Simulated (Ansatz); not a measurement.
H6N2Si···AsH3

Input file:

```
crystal:
  periodic: [false, false, false]
  atoms:
    - {symbol: Si, position_ang: [-1.257347, -0.972212, 0.272276]}
    - {symbol: N, position_ang: [0.129670, -0.691556, 1.248112]}
    - {symbol: H, position_ang: [-0.753439, -1.903958, -0.779527]}
    - {symbol: H, position_ang: [-2.428652, -1.621726, 0.931435]}
    - {symbol: N, position_ang: [-1.853963, 0.544451, -0.239005]}
    - {symbol: H, position_ang: [2.409015, 1.496846, 0.300204]}
    - {symbol: As, position_ang: [1.752606, 1.220658, -1.039868]}
    - {symbol: H, position_ang: [0.807551, -1.426692, 1.370335]}
    - {symbol: H, position_ang: [0.055211, -0.119179, 2.074454]}
    - {symbol: H, position_ang: [-1.274257, 1.168750, -0.777834]}
    - {symbol: H, position_ang: [-2.834151, 0.672445, -0.424644]}
    - {symbol: H, position_ang: [2.324290, -0.183093, -1.119143]}
    - {symbol: H, position_ang: [2.923466, 1.815368, -1.816694]}
basis:
  gaussian: {orbitals: def2-TZVPP}
hamiltonian: {xc: pbe0, dispersion: d4}
output: {orbitals: {seedname: orbitals}}
```

Launched as:

```sh
ansatz run in.yaml --threads 8 --pin off --events-out ev --progress --plain --max-ram 19148MiB
```

The reactant side of a reaction path; geometry: PBE0-D4/def2-TZVP.

Theory: RKS PBE0-D4/def2-TZVPP in Ansatz.

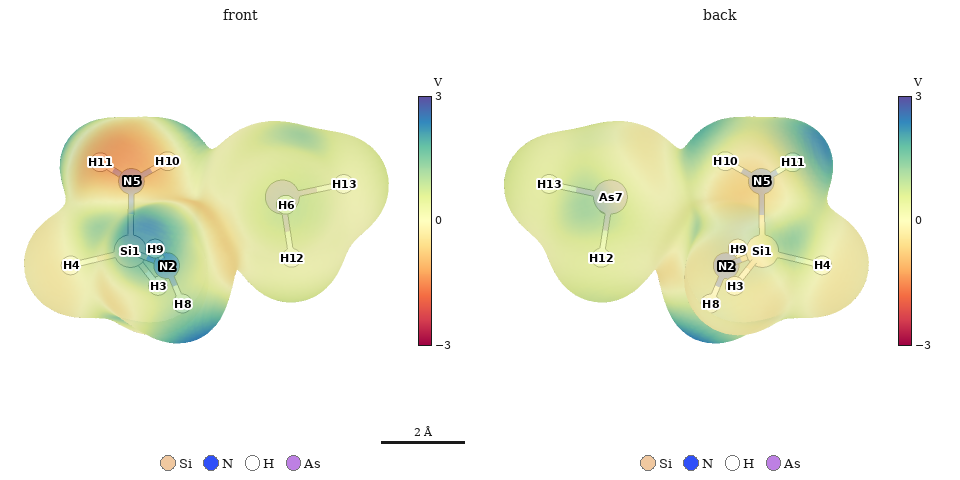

Figure 1. The molecular electrostatic potential painted on the density surface at 0.004 e/bohr³, seen from the front and from behind; the colour scale runs from red (negative) to blue (positive).

### Where is the surface potential most negative and most positive?

The most negative region (about −1.4 V, or −32 kcal/mol for a unit charge) lies over N5, the most positive (about +2.4 V, or +55 kcal/mol for a unit charge) over H8, H9 and H11. N5 is the likeliest acceptor of a hydrogen bond.

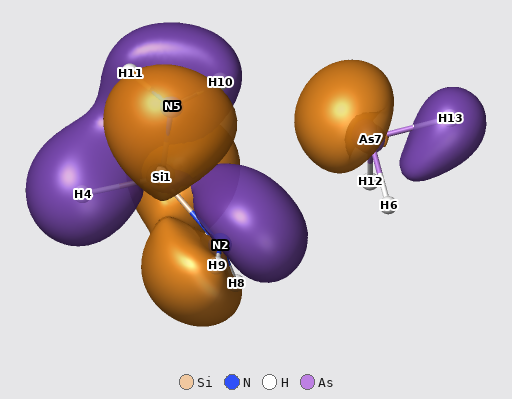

Figure 2. The HOMO at ±0.06 Å⁻³ᐟ² (orange and purple are the two phases), seen at a tilt.

### Where does this orbital lie, and at what energy?

It lies mainly on N5 (about 30 %), N2 (about 25 %), Si1 (about 15 %), H3 (about 5 %), As7 (about 5 %) and H4 (about 5 %). Its energy is −7.21 eV.

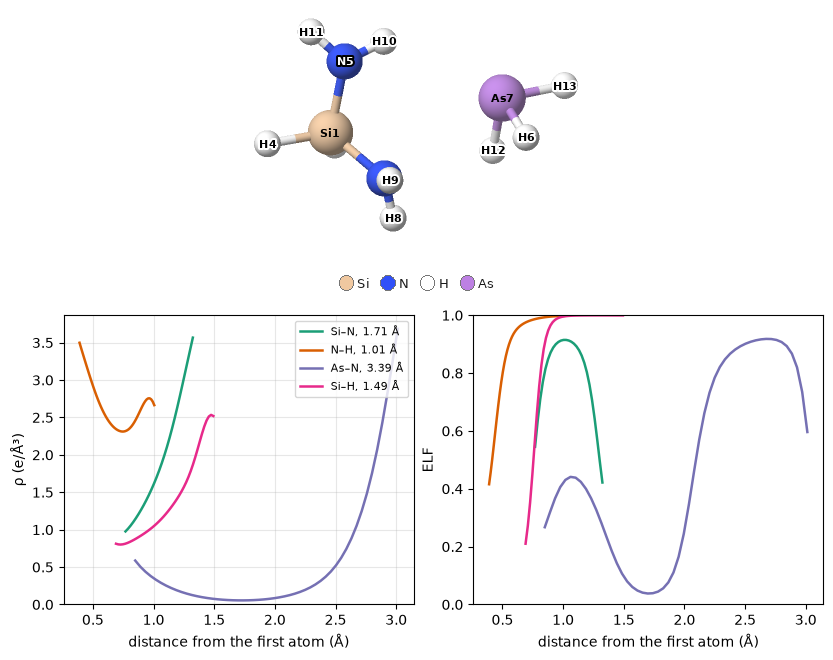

Figure 3. Total electron density and ELF along straight lines between neighbouring atoms. The curves leave out the atomic cores. The structure is drawn too.

### Compare the contacts.

Si–N (1.71 Å): ρ at the midpoint is about 1.2 e/Å³; the ELF peaks at about 0.90 between the atoms (a shared but strongly polarised pair).
N–H (1.01 Å): the density is about 2.9 e/Å³ at the midpoint; the ELF climbs to about 1 towards the hydrogen, as it does in any bond to H: a covalent bond by its length.
As7···N2 (3.39 Å): the density falls to about 0.05 e/Å³ on the way; the ELF dips to about 0.05 between them; a weak contact between the two molecules.
Si–H (1.49 Å): ρ at the midpoint is about 0.8 e/Å³; the ELF climbs to about 1 towards the hydrogen.
